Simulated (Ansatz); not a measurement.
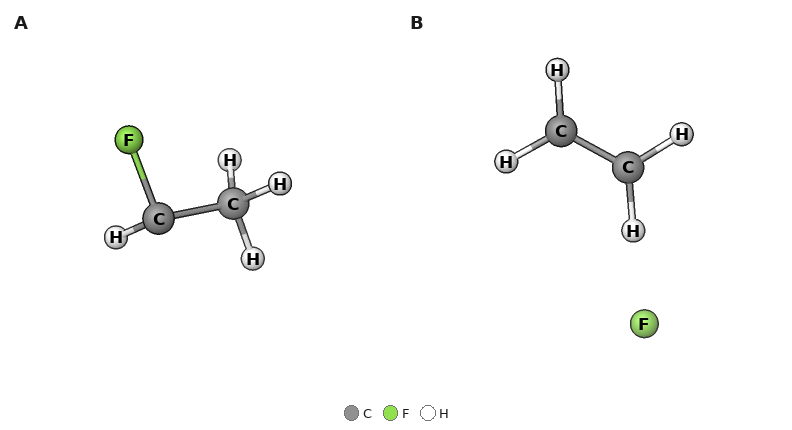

2 stationary structures of one formula. State: charge −1, singlet. Geometries: PBE0-D4/def2-TZVPD. Electronic energies: RHF-CCSD(T) (frozen core)/def2-TZVPPD (Ansatz 0.2.0), without zero-point energy. No frequency run is at hand to confirm each as a minimum. Each is one conformer, not always the lowest.

> Which is lowest in energy, and by how much?

B is lowest (Cs); A lies 161.0 kJ/mol above it (C1).
